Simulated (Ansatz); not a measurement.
## Geometry relaxation, with input and output: BSi$_{4}$NH$_{10}$ (part 1 of 2)

The run: geometry relaxation of BSi$_{4}$NH$_{10}$, SMILES N[SiH2][SiH]1B[SiH2][SiH2]1. Method and program: RHF/6-31G* (Ansatz 0.2.0).

It belongs to a series of runs on one base structure; here: end point B relaxed. Figures and captions count atoms from 1; the log counts them from 0 in places.

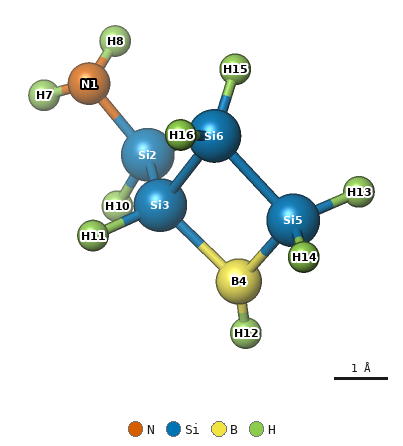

Figure 1. The structure as given in the input (ball-and-stick view, seen at a tilt; atoms are numbered from 1 in the order of the input).

### Summary

- outcome: converged
- total energy: −33758.0054 eV
- mean-field energy: −33758.0054 eV
- largest force (length of the vector) at the end: 0.014 eV/Å
- hardware: 2 threads of Arm Neoverse V1, 24 GiB of memory available, shared host
- wall time: 65 s (CPU time 2.1 min)
- peak memory: 0.32 GiB

### The input
```yaml
crystal:
  periodic: [false, false, false]
  atoms:
    - { symbol: "N", position_ang: [-2.137, -2.1918, -0.4234] }
    - { symbol: Si, position_ang: [-0.4707, -1.8121, -0.8003] }
    - { symbol: Si, position_ang: [0.3089, -0.3647, 0.6845] }
    - { symbol: B, position_ang: [2.196, 0.2968, 0.145] }
    - { symbol: Si, position_ang: [1.3873, 2.0984, -0.0946] }
    - { symbol: Si, position_ang: [-0.6611, 1.5922, 0.5176] }
    - { symbol: H, position_ang: [-2.19637, -3.17106, -0.13349] }
    - { symbol: H, position_ang: [-2.64488, -2.14748, -1.40288] }
    - { symbol: H, position_ang: [-0.3538, -1.2033, -2.0999] }
    - { symbol: H, position_ang: [0.3072, -3.0578, -0.7191] }
    - { symbol: H, position_ang: [0.3191, -0.8892, 2.093] }
    - { symbol: H, position_ang: [3.2017, -0.2024, 0.0151] }
    - { symbol: H, position_ang: [1.4036, 2.5661, -1.4957] }
    - { symbol: H, position_ang: [1.9775, 3.0666, 0.8776] }
    - { symbol: H, position_ang: [-1.6206, 1.6067, -0.5911] }
    - { symbol: H, position_ang: [-1.0423, 2.1785, 1.8367] }
basis:
  gaussian: { orbitals: "6-31G*" }
hamiltonian:
  xc: hf
relax:
  f_tol: 0.015
  max_steps: 40
```

Run as:
```bash
ansatz run input.yaml --threads 2 --pin off --max-ram 3072MiB --backend cpu --events-out ev --progress --plain --runs-dir out
```

### Output
```
The last accepted step is kept in [file] (removed where the run ends without a failure and the disk answers)
Engine: ansatz 0.2.0, aarch64-unknown-linux-gnu
Functional definition: HF
  exchange = exact_x
  correlation = 0
1367 factors; integrals over basis functions are off by at most 6.3e-4 eV
mean field evaluation 1: about -33752.5327 eV, gradient 3.2e1 eV
mean field evaluation 2: about -33752.6460 eV, gradient 3.3e1 eV
mean field evaluation 4: about -33756.2980 eV, gradient 4.3e0 eV
mean field evaluation 8: about -33756.3970 eV, gradient 2.4e-1 eV
mean field -33756.39765902 eV, -1240.5247330607 hartree, gradient 1.3e-5 eV, S^2 0.000000; 0 other end points of the search recorded, 0 dependent functions left out
the calculation of the forces begins
reference -33756.39765902 eV, -1240.5247330607 hartree; 39, 39 occupied and 87, 87 virtual orbitals, 1367 factors
relax step   1: F+E_penalty+E_count = -33756.39765902 eV  Δ(F+E_penalty+E_count) = +0.000e0 eV  max|allowed force component| = 3.680e0 eV/Å  Δτ_max = 0.0000 Å  (39 SCF iters, accepted)
these checks for a lower state are left out or cut short: starts, cluster_reference, orbital_swaps, neighbouring_geometries, increment
1367 factors; integrals over basis functions are off by at most 6.8e-4 eV
mean field evaluation 16: about -33757.6754 eV, gradient 4.7e-1 eV
mean field -33757.67660744 eV, -1240.5717335484 hartree, gradient 2.4e-5 eV, S^2 0.000000; 0 other end points of the search recorded, 0 dependent functions left out
[... from here on the field's lines of each further geometry are left out, up to the last ...]
relax step   2: F+E_penalty+E_count = -33757.67660744 eV  Δ(F+E_penalty+E_count) = -1.279e0 eV  max|allowed force component| = 1.363e0 eV/Å  Δτ_max = 0.1948 Å  (35 SCF iters, accepted)
relax step   3: F+E_penalty+E_count = -33757.84603399 eV  Δ(F+E_penalty+E_count) = -1.694e-1 eV  max|allowed force component| = 6.904e-1 eV/Å  Δτ_max = 0.1556 Å  (35 SCF iters, accepted)
relax step   4: F+E_penalty+E_count = -33757.88964888 eV  Δ(F+E_penalty+E_count) = -4.361e-2 eV  max|allowed force component| = 4.903e-1 eV/Å  Δτ_max = 0.1317 Å  (34 SCF iters, accepted)
relax step   5: F+E_penalty+E_count = -33757.93415088 eV  Δ(F+E_penalty+E_count) = -4.450e-2 eV  max|allowed force component| = 2.293e-1 eV/Å  Δτ_max = 0.2000 Å  (34 SCF iters, accepted)
relax step   6: F+E_penalty+E_count = -33757.95188888 eV  Δ(F+E_penalty+E_count) = -1.774e-2 eV  max|allowed force component| = 9.901e-2 eV/Å  Δτ_max = 0.2000 Å  (35 SCF iters, accepted)
relax step   7: F+E_penalty+E_count = -33757.96704511 eV  Δ(F+E_penalty+E_count) = -1.516e-2 eV  max|allowed force component| = 4.986e-2 eV/Å  Δτ_max = 0.1806 Å  (35 SCF iters, accepted)
relax step   8: F+E_penalty+E_count = -33757.97147413 eV  Δ(F+E_penalty+E_count) = -4.429e-3 eV  max|allowed force component| = 3.446e-1 eV/Å  Δτ_max = 0.1951 Å  (35 SCF iters, accepted)
relax step   9: F+E_penalty+E_count = -33757.97183307 eV  Δ(F+E_penalty+E_count) = -3.589e-4 eV  max|allowed force component| = 4.433e-1 eV/Å  Δτ_max = 0.0779 Å  (35 SCF iters, accepted)
relax step  10: F+E_penalty+E_count = -33757.98739543 eV  Δ(F+E_penalty+E_count) = -1.556e-2 eV  max|allowed force component| = 2.161e-1 eV/Å  Δτ_max = 0.2000 Å  (34 SCF iters, accepted)
relax step  11: F+E_penalty+E_count = -33757.98581472 eV  Δ(F+E_penalty+E_count) = +1.581e-3 eV  max|allowed force component| = 4.494e-1 eV/Å  Δτ_max = 0.1639 Å  (35 SCF iters, rejected (line search))
relax step  12: F+E_penalty+E_count = -33757.99611465 eV  Δ(F+E_penalty+E_count) = -8.719e-3 eV  max|allowed force component| = 8.472e-2 eV/Å  Δτ_max = 0.0798 Å  (35 SCF iters, accepted)
relax step  13: F+E_penalty+E_count = -33758.00057704 eV  Δ(F+E_penalty+E_count) = -4.462e-3 eV  max|allowed force component| = 7.552e-2 eV/Å  Δτ_max = 0.1000 Å  (34 SCF iters, accepted)
relax step  14: F+E_penalty+E_count = -33758.00289173 eV  Δ(F+E_penalty+E_count) = -2.315e-3 eV  max|allowed force component| = 1.131e-1 eV/Å  Δτ_max = 0.1465 Å  (35 SCF iters, accepted)
relax step  15: F+E_penalty+E_count = -33758.00407739 eV  Δ(F+E_penalty+E_count) = -1.186e-3 eV  max|allowed force component| = 6.529e-2 eV/Å  Δτ_max = 0.0147 Å  (29 SCF iters, accepted)
relax step  16: F+E_penalty+E_count = -33758.00512360 eV  Δ(F+E_penalty+E_count) = -1.046e-3 eV  max|allowed force component| = 3.854e-2 eV/Å  Δτ_max = 0.0216 Å  (30 SCF iters, accepted)
relax step  17: F+E_penalty+E_count = -33758.00530533 eV  Δ(F+E_penalty+E_count) = -1.817e-4 eV  max|allowed force component| = 4.005e-3 eV/Å  Δτ_max = 0.0116 Å  (28 SCF iters, accepted)
the calculation of the forces begins
reference -33758.00539732 eV, -1240.5838163535 hartree; 39, 39 occupied and 87, 87 virtual orbitals, 1367 factors
relax step  18: F+E_penalty+E_count = -33758.00539732 eV  Δ(F+E_penalty+E_count) = -9.199e-5 eV  max|allowed force component| = 1.338e-2 eV/Å  Δτ_max = 0.0237 Å  (29 SCF iters, accepted)
```

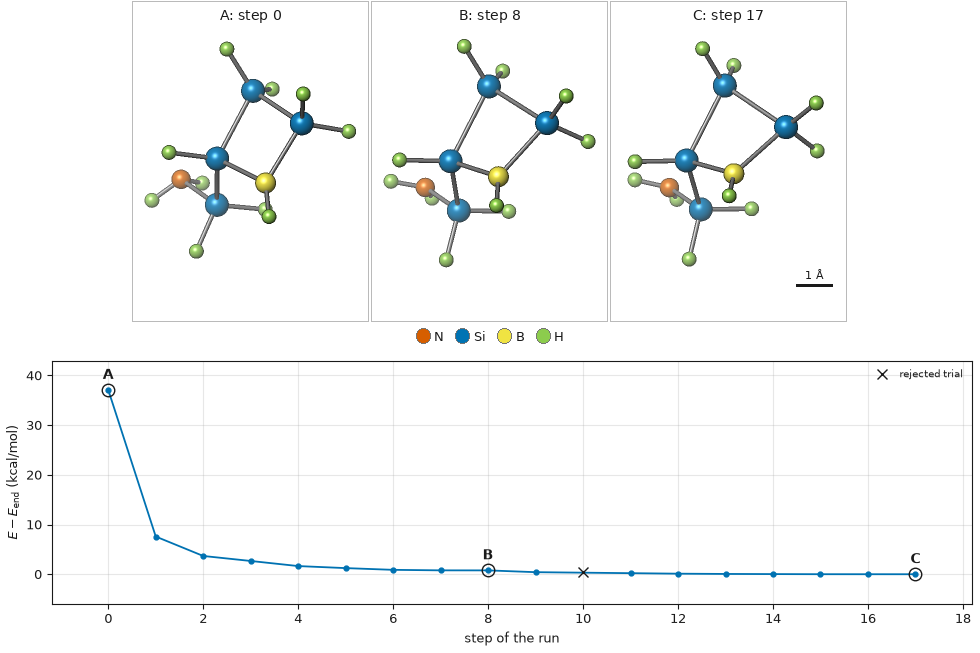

Figure 2. Frames of the relaxation (ball-and-stick view, seen at a tilt) above the curves, on which the letters mark them (the first geometry is step 0 here and step 1 in the log).

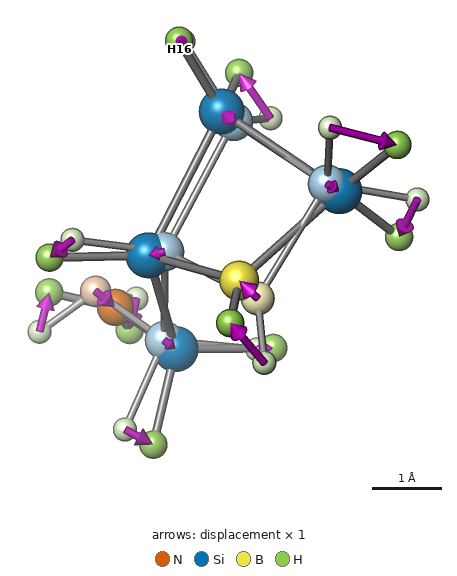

Figure 3. Start (faint) and end (solid) with the displacements as pink arrows, at true length (ball-and-stick view, seen at a tilt). The two geometries are laid on each other by the best rigid fit. The atom that moves furthest after the best rigid fit is H14 (1.08 Å). Largest moves by element: H 1.08 Å, N 0.41 Å, B 0.41 Å, Si 0.30 Å. Distances before and after: Si3–Si6 2.190 → 2.377 Å, Si5–Si6 2.197 → 2.371 Å, Si2–Si3 2.215 → 2.362 Å, N1–H8 1.104 → 0.999 Å. Among the angles that change: Si2–N1–H8 103.8° → 119.7°, B4–Si5–Si6 97.9° → 86.2°, Si2–N1–H7 108.9° → 120.5°. After 17 geometry steps the energy has fallen by 37.1 kcal/mol. The largest force component goes from 3.7 to 0.013 eV/Å. The line search rejected the trial step at point 10 (counted from 0) and went back. (Atoms are counted from 1 in the order of the input.)

```
1367 factors; integrals over basis functions are off by at most 6.9e-4 eV
mean field -33758.00539732 eV, -1240.5838163535 hartree, gradient 2.2e-5 eV, S^2 0.000000; 1 other end points of the search recorded, 0 dependent functions left out
the calculation of the forces begins
reference -33758.00539732 eV, -1240.5838163535 hartree; 39, 39 occupied and 87, 87 virtual orbitals, 1367 factors
Total energy: -33758.00539732 eV, -1240.5838163535 hartree
Atom 0 at    -2.066412    -2.241196    -0.838731 Å, force     0.005249     0.007571    -0.005106 eV/Å
Atom 1 at    -0.395044    -1.823440    -1.006850 Å, force    -0.002370    -0.000585     0.004762 eV/Å
Atom 2 at     0.282811    -0.541378     0.857943 Å, force     0.002579    -0.001931     0.003160 eV/Å
Atom 3 at     2.100405     0.371077     0.546718 Å, force     0.010791    -0.000544     0.004558 eV/Å
Atom 4 at     1.393658     2.095133    -0.328441 Å, force    -0.001397     0.001960    -0.005170 eV/Å
Atom 5 at    -0.639302     1.648411     0.807392 Å, force    -0.000330     0.003387     0.001660 eV/Å
Atom 6 at    -2.406824    -2.638662     0.011344 Å, force    -0.002433    -0.003101     0.001242 eV/Å
Atom 7 at    -2.568001    -2.601974    -1.623724 Å, force    -0.003305    -0.001780     0.001417 eV/Å
Atom 8 at    -0.256229    -1.041094    -2.252011 Å, force     0.000046    -0.000092    -0.000712 eV/Å
Atom 9 at     0.520645    -2.985474    -1.135089 Å, force     0.002426     0.000028    -0.001041 eV/Å
Atom 10 at     0.115743    -1.357172     2.087240 Å, force     0.000450    -0.000377    -0.001310 eV/Å
Atom 11 at     3.185081     0.079569     0.932706 Å, force    -0.013385     0.002003    -0.004643 eV/Å
Atom 12 at     1.210354     1.861177    -1.781745 Å, force     0.002064     0.000778     0.002708 eV/Å
Atom 13 at     2.107086     3.377439    -0.141743 Å, force    -0.001378    -0.004078    -0.000514 eV/Å
Atom 14 at    -1.927513     1.886381     0.125761 Å, force     0.002329    -0.001490     0.000530 eV/Å
Atom 15 at    -0.681908     2.276664     2.148261 Å, force    -0.001338    -0.001749    -0.001541 eV/Å
Dipole moment:    -0.127255    -0.288890    -0.004994 e Å
```

### Trajectory as extended XYZ (Å, eV, eV/Å), 18 frames, from step=1 to step=18
```
16
Properties=species:S:1:pos:R:3:forces:R:3 step=1 energy=-33756.39766
N    -2.1370   -2.1918   -0.4234   -1.5816  -0.8629  -3.6804
Si   -0.4707   -1.8121   -0.8003   -0.3466  -1.3998   0.3165
Si    0.3089   -0.3647    0.6845    1.9683  -2.0280   2.3025
B     2.1960    0.2968    0.1450   -2.0177   0.1578   0.3327
Si    1.3873    2.0984   -0.0946    2.3503   2.2728  -0.8679
Si   -0.6611    1.5922    0.5176   -2.4402   1.3121   0.8618
H    -2.1964   -3.1711   -0.1335   -0.2660   0.8785  -0.0905
H    -2.6449   -2.1475   -1.4029    1.0460  -0.2358   3.3064
H    -0.3538   -1.2033   -2.0999    0.0001   0.1920  -0.8973
H     0.3072   -3.0578   -0.7191    0.2714  -0.1904  -0.3072
H     0.3191   -0.8892    2.0930   -0.1134  -0.1758  -0.2973
H     3.2017   -0.2024    0.0151    1.4722  -0.6486  -0.1524
H     1.4036    2.5661   -1.4957    0.3055   0.3167  -0.1596
H     1.9775    3.0666    0.8776    0.1220   0.1139  -0.2887
H    -1.6206    1.6067   -0.5911   -0.4622   0.2834   0.0802
H    -1.0423    2.1785    1.8367   -0.3082   0.0140  -0.4588
16
Properties=species:S:1:pos:R:3:forces:R:3 step=2 energy=-33757.67661
N    -2.1729   -2.2430   -0.4997   -0.2397  -0.7403  -1.3631
Si   -0.4718   -1.9095   -0.7958   -0.2467  -0.3212   0.1016
Si    0.3555   -0.4701    0.8011    0.3628  -0.0613   0.3431
B     2.1406    0.3448    0.1551   -0.2272  -0.2413   0.4007
Si    1.4767    2.2452   -0.1416    0.0969   0.3996  -0.2405
Si   -0.6500    1.6045    0.5435   -0.6190   0.3688   0.2640
H    -2.2926   -3.1827   -0.1429   -0.2132   0.4860   0.0636
H    -2.7042   -2.1987   -1.3802    0.3821   0.0119   1.1244
H    -0.3495   -1.2783   -2.1192    0.0435   0.0776  -0.1736
H     0.3359   -3.1466   -0.7899    0.0075  -0.1576  -0.1455
H     0.3190   -1.0267    2.1757    0.0479  -0.1488  -0.0545
H     3.1851   -0.1708    0.0346    0.4451  -0.1108  -0.1197
H     1.5272    2.7079   -1.5466    0.2176   0.2229   0.0219
H     2.0790    3.1983    0.8224    0.1692   0.0872  -0.1898
H    -1.6811    1.6748   -0.5161   -0.1154   0.0268   0.1109
H    -1.1223    2.2164    1.8087   -0.1112   0.1007  -0.1435
16
Properties=species:S:1:pos:R:3:forces:R:3 step=3 energy=-33757.84603
N    -2.1963   -2.3170   -0.5743    0.6904  -0.6782   0.4689
Si   -0.4795   -1.9811   -0.7857   -0.3205   0.0792  -0.2940
Si    0.3611   -0.4667    0.8142    0.0142  -0.1469   0.1879
B     2.1577    0.3672    0.2096   -0.1296  -0.1011  -0.3013
Si    1.4902    2.2959   -0.1402    0.1870   0.0808  -0.0045
Si   -0.6859    1.6609    0.5915   -0.0729   0.0708  -0.0442
H    -2.3761   -3.1946   -0.1010   -0.0693   0.5749  -0.1072
H    -2.7182   -2.3158   -1.4193   -0.2782   0.0869  -0.3235
H    -0.3248   -1.3147   -2.1026   -0.0380  -0.0434   0.0061
H     0.3054   -3.2404   -0.8490    0.0437   0.0823   0.1091
H     0.3500   -1.1101    2.1496   -0.0043   0.0235   0.0704
H     3.2197   -0.1382    0.0095   -0.0962   0.0893   0.1459
H     1.6447    2.8077   -1.5262   -0.0498  -0.0615   0.0459
H     2.1897    3.2505    0.7564   -0.0915   0.0359   0.0386
H    -1.7665    1.7112   -0.4253    0.1086  -0.0120   0.0230
H    -1.1968    2.3507    1.8018    0.1063  -0.0804  -0.0212
16
Properties=species:S:1:pos:R:3:forces:R:3 step=4 energy=-33757.88965
N    -2.1800   -2.3009   -0.5839    0.3965  -0.4903   0.0828
Si   -0.4722   -1.9693   -0.8393   -0.3317  -0.0427   0.1102
Si    0.3510   -0.4929    0.8170    0.0018   0.1128  -0.1574
B     2.1315    0.3534    0.1901    0.1717  -0.0198   0.0886
Si    1.4941    2.2981   -0.1424   -0.0154  -0.0667  -0.0353
Si   -0.6781    1.6473    0.5883   -0.0100   0.0264  -0.0090
H    -2.3790   -3.1055   -0.0041   -0.0089   0.4872  -0.1987
H    -2.7294   -2.3643   -1.4173   -0.0820   0.0225   0.0075
H    -0.3327   -1.3218   -2.1672   -0.0390  -0.0183   0.0893
H     0.3283   -3.2194   -0.8671    0.0417   0.0551  -0.0079
H     0.3407   -1.1252    2.1593    0.0043  -0.0357  -0.0294
H     3.2147   -0.1320    0.0645   -0.1293   0.0493   0.0110
H     1.6433    2.8083   -1.5272   -0.0386  -0.0180   0.0179
H     2.1683    3.2624    0.7638   -0.0239  -0.0359   0.0131
H    -1.7512    1.6999   -0.4322    0.0313   0.0035   0.0176
H    -1.1747    2.3273    1.8066    0.0315  -0.0293  -0.0004
16
Properties=species:S:1:pos:R:3:forces:R:3 step=5 energy=-33757.93415
N    -2.1439   -2.3274   -0.6269   -0.1588  -0.1896   0.2064
Si   -0.4731   -1.9754   -0.8595    0.2293   0.1216  -0.2101
Si    0.3462   -0.4972    0.7873    0.0322   0.0015   0.0238
B     2.1448    0.3519    0.2279   -0.0385  -0.0195  -0.0436
Si    1.4903    2.2776   -0.1600    0.0056   0.0388   0.0363
Si   -0.6758    1.6412    0.5885   -0.0095   0.0041  -0.0268
H    -2.4240   -2.9461    0.1080   -0.0693   0.1054  -0.0695
H    -2.7236   -2.4397   -1.4311   -0.0482  -0.0448  -0.0045
H    -0.3911   -1.3076   -2.1757    0.0373   0.0392  -0.0258
H     0.3974   -3.1734   -0.9363    0.0124  -0.0322   0.0449
H     0.3251   -1.1585    2.1153   -0.0149  -0.0159   0.0287
H     3.2358   -0.1145    0.1855    0.0171   0.0054   0.0033
H     1.6070    2.7744   -1.5526    0.0107  -0.0556   0.0197
H     2.1669    3.2536    0.7304   -0.0206   0.0201  -0.0052
H    -1.7583    1.7087   -0.4188   -0.0035   0.0163   0.0169
H    -1.1492    2.2980    1.8271    0.0187   0.0053   0.0055
```
